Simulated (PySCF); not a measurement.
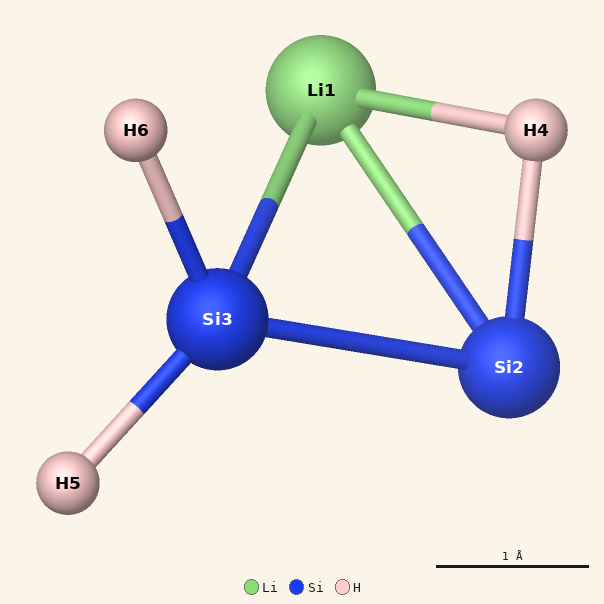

The geometry was computed by an optimisation with PBE0-D4/def2-TZVP. No frequency run is at hand to confirm it as a minimum.

**How are the neighbours of atom 1 arranged?**

Li1 has 3 neighbours (Si2 at 2.45, Si3 at 2.67, H4 at 1.88 Å); the arrangement is trigonal pyramidal.

**Describe the coordination of atom 2.**

Si2 has 3 neighbours (Li1 at 2.45, Si3 at 2.20, H4 at 1.58 Å); the arrangement is trigonal pyramidal.

**What is the dihedral angle Si3–Si2–H4–Li1?**

67° in size, that is gauche.
